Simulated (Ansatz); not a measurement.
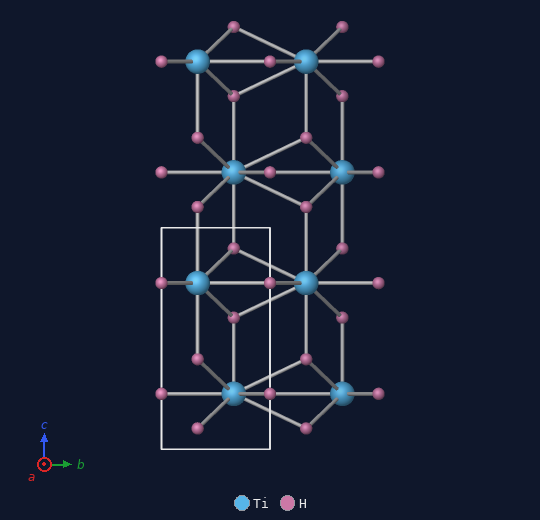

The picture looks along a close-packed row of the hexagonal mesh; c points upwards. Every atom sits on one of the three columns of the mesh; call them A, B, C in the order in which they first turn up. The sequence starts with the first layer at or above the cell's origin.

The compound is TiH3 (space group P6_3/mmc, No. 194), taken as the end point of a relaxation with DFT PBE, scalar-relativistic, plane waves, PAW (Ansatz); the starting structure was generated, so it need not be a known form of this composition.

List the layers of one repeat.

H(A) – H(B)+Ti(C) – H(A) – H(C) – Ti(A)+H(B) – H(C) (six layers in 5.60 Å).
